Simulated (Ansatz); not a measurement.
# Ge3P4: a trial structure relaxed, part 1 of 3

Where does this trial cell of Ge3P4 go when cell and atoms are let free?

Program: Ansatz 0.2.0. Level of theory: DFT PBE, scalar-relativistic, plane waves, PAW. These are calculated values, not measurements.

## (1) Starting point

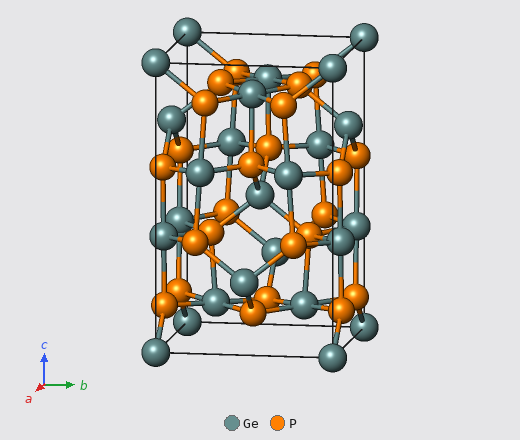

Start, viewed slightly off an axis; germanium teal, phosphorus orange. Atoms on the faces are drawn again on the opposite ones. The cell drawn here is the conventional one.

Structure file:

```
CELL_PARAMETERS angstrom
-3.30831 3.30831 5.41840
3.30831 -3.30831 5.41840
3.30831 3.30831 -5.41840
ATOMIC_POSITIONS crystal
Ge 0.00000 0.00000 0.00000
Ge 0.75000 0.25000 0.50000
Ge 0.87500 0.62500 0.25000
Ge 0.37500 0.62500 0.25000
Ge 0.37500 0.62500 0.75000
Ge 0.37500 0.12500 0.75000
P 0.60610 0.38390 0.22220
P 0.13390 0.41170 0.27780
P 0.16170 0.38390 0.77780
P 0.13390 0.85610 0.72220
P 0.14390 0.86610 0.27780
P 0.61610 0.39390 0.77780
P 0.58830 0.86610 0.72220
P 0.61610 0.83830 0.22220
```

The cell is invented: 3-, 4-connected net, the two elements on its two kinds of vertex (I4_1/amd, No. 141). Its size is a rough estimate.

## (2) A first look at the guess

input.yaml

```yaml
crystal:
  lattice:
    - [-3.3083103, 3.3083103, 5.41839859]
    - [3.3083103, -3.3083103, 5.41839859]
    - [3.3083103, 3.3083103, -5.41839859]
  atoms:
    - { symbol: Ge, position: [0.0, 0.0, 0.0] }
    - { symbol: Ge, position: [0.75, 0.25, 0.5] }
    - { symbol: Ge, position: [0.875, 0.625, 0.25] }
    - { symbol: Ge, position: [0.375, 0.625, 0.25] }
    - { symbol: Ge, position: [0.375, 0.625, 0.75] }
    - { symbol: Ge, position: [0.375, 0.125, 0.75] }
    - { symbol: P, position: [0.60610002, 0.3839, 0.22220002] }
    - { symbol: P, position: [0.1339, 0.41169998, 0.27779998] }
    - { symbol: P, position: [0.16169998, 0.3839, 0.77779998] }
    - { symbol: P, position: [0.1339, 0.85610002, 0.72220002] }
    - { symbol: P, position: [0.14389998, 0.8661, 0.27779998] }
    - { symbol: P, position: [0.6161, 0.39389998, 0.77779998] }
    - { symbol: P, position: [0.58830002, 0.8661, 0.72220002] }
    - { symbol: P, position: [0.6161, 0.83830002, 0.22220002] }
basis:
  ecutwfc: 420
kpoints:
  mp_grid: { grid: [4, 4, 4] }
hamiltonian:
  xc: pbe
scf:
  occupations: { method: gaussian, width: 0.1 }
  lower_state_search: "off"
output:
  forces: true
  stress: true
  eigenvalues: true
```

The run is started by

```sh
> ansatz run input.yaml --threads 1 --pin off --max-ram 2560MiB --backend cpu --events-out ev --progress --plain --runs-dir out
```

Log (excerpt; [...] marks lines left out):

```text
[...]
SCF converged after 8 iterations
Free energy (F): -31807.072575 eV
[...]
E sigma→0 (E₀):  -31807.061661 eV
Entropy (-TS):   -0.021829 eV (-1.559 meV/atom)
Fermi energy:    10.541978 eV
[...]
--- Forces (eV/Å), atoms counted from 1 ---
  atom   1  Ge     0.00000000    -0.00000000     0.00000000
  atom   2  Ge     0.00000000    -0.00000000     0.00000000
  atom   3  Ge     0.00000000     0.00000000    -0.00000000
  atom   4  Ge    -0.00000000     0.00000000     0.00000000
  atom   5  Ge     0.00000000     0.00000000     0.00000000
  atom   6  Ge     0.00000000     0.00000000     0.00000000
  atom   7  P      0.00000000     3.41002393     0.41661715
  atom   8  P     -3.41002393    -0.00000000     0.41661715
[...]
--- Stress (GPa, compression-positive) ---
       34.017771       0.000000      -0.000000
        0.000000      34.017771       0.000000
        0.000000       0.000000       3.367889
  P = ⅓ Tr σ = 23.8011 GPa (238.011 kbar)
--- Band table (eV; the first three rows and the last of 13) ---
[...]
```

Wall time 32 s (1 thread of Arm Neoverse N1, shared host); peak memory 0.56 GiB.

From the probe: pressure 23.8 GPa, largest force 3.44 eV/Å, gap on this mesh none (metal). A cheap, loose relaxation comes first.

(Continued in part 2 of 3.)
